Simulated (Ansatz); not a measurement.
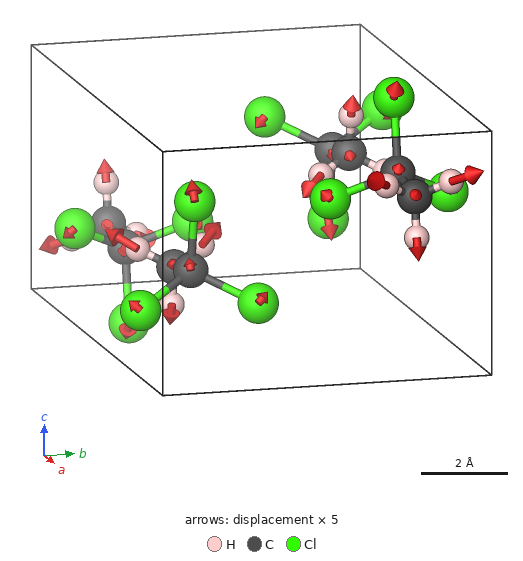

A relaxation of solid H3C2Cl3 (set up in Pnma) (coarse preliminary run). The starting structure is drawn; red arrows show the displacements (the part carried along by the change of the cell is left out), magnified 5 times.

Style: ball-and-stick. Shown: the cell of the calculation, slightly off an axis.

Level of theory: Ansatz 0.2.0, DFT PBE+D3(BJ), scalar-relativistic, plane waves, PAW.

Input
```yaml
crystal:
  lattice:
    - [11.552, 0.0, 0.0]
    - [0.0, 8.0069, 0.0]
    - [0.0, 0.0, 5.8733]
  atoms:
    - { symbol: H, position: [0.444, 0.25, 0.109] }
    - { symbol: H, position: [0.056, 0.75, 0.609] }
    - { symbol: H, position: [0.944, 0.25, 0.391] }
    - { symbol: H, position: [0.556, 0.75, 0.891] }
    - { symbol: H, position: [0.428, 0.152, 0.338] }
    - { symbol: H, position: [0.072, 0.848, 0.838] }
    - { symbol: H, position: [0.928, 0.348, 0.162] }
    - { symbol: H, position: [0.572, 0.652, 0.662] }
    - { symbol: H, position: [0.572, 0.848, 0.662] }
    - { symbol: H, position: [0.928, 0.152, 0.162] }
    - { symbol: H, position: [0.072, 0.652, 0.838] }
    - { symbol: H, position: [0.428, 0.348, 0.338] }
    - { symbol: C, position: [0.5873, 0.25, 0.3119] }
    - { symbol: C, position: [0.9127, 0.75, 0.8119] }
    - { symbol: C, position: [0.0873, 0.25, 0.1881] }
    - { symbol: C, position: [0.4127, 0.75, 0.6881] }
    - { symbol: C, position: [0.4599, 0.25, 0.2702] }
    - { symbol: C, position: [0.0401, 0.75, 0.7702] }
    - { symbol: C, position: [0.9599, 0.25, 0.2298] }
    - { symbol: C, position: [0.5401, 0.75, 0.7298] }
    - { symbol: Cl, position: [0.65382, 0.07124, 0.19135] }
    - { symbol: Cl, position: [0.84618, 0.92876, 0.69135] }
    - { symbol: Cl, position: [0.15382, 0.42876, 0.30865] }
    - { symbol: Cl, position: [0.34618, 0.57124, 0.80865] }
    - { symbol: Cl, position: [0.34618, 0.92876, 0.80865] }
    - { symbol: Cl, position: [0.15382, 0.07124, 0.30865] }
    - { symbol: Cl, position: [0.84618, 0.57124, 0.69135] }
    - { symbol: Cl, position: [0.65382, 0.42876, 0.19135] }
    - { symbol: Cl, position: [0.61834, 0.25, 0.60763] }
    - { symbol: Cl, position: [0.88166, 0.75, 0.10763] }
    - { symbol: Cl, position: [0.11834, 0.25, 0.89237] }
    - { symbol: Cl, position: [0.38166, 0.75, 0.39237] }
basis:
  ecutwfc: 420
kpoints:
  mp_grid: { grid: [2, 4, 4] }
hamiltonian:
  xc: pbe
  dispersion: d3bj
scf:
  occupations: { method: gaussian, width: 0.1 }
output:
  forces: true
  stress: true
  eigenvalues: true
relax:
  adjacent_minimum: "off"
  f_tol: 0.05
  max_steps: 70
  cell: { stress_tol: 0.5 }
```

Run as
```bash
ansatz run input.yaml --threads 8 --pin off --max-ram 16384MiB --backend cpu --events-out ev --progress --plain --runs-dir out
```

**What did the optimiser do to the structure, and how much energy did it gain?**

The largest moves relative to the cell, 0.20 Å, are those of 8 atoms (H5, H6, H7, H8 and others). H9 goes along [2 3 −2]. Largest moves by element: H 0.20 Å, Cl 0.11 Å, C 0.06 Å. The drawn cell changes as follows: a 11.552 → 11.515 Å (−0.3 %), b 8.007 → 7.844 Å (−2.0 %), c 5.873 → 5.851 Å (−0.4 %); the volume changes by −2.7 %. Near-neighbour distances that change, for instance: H10–C19 0.954 → 1.095 Å, H1–C17 0.964 → 1.096 Å, C13–Cl21 1.772 → 1.797 Å, C13–C17 1.492 → 1.508 Å. The space group stays Pnma (No. 62). The energy falls by 5.052 eV per cell of the calculation in 5 accepted moves (6 points after the start). The largest force component goes from 6.2 to 0.0093 eV/Å. The pressure goes from 9.10 to −0.04 GPa. The SCF was repeated once at an unchanged geometry on a basis and grid sized afresh for the cell, which shifted the energy by 10.2 meV per cell of the calculation at most. Cost: 81 s on 8 threads of Arm Neoverse V1, with other jobs on the host, peak memory 2.7 GiB.
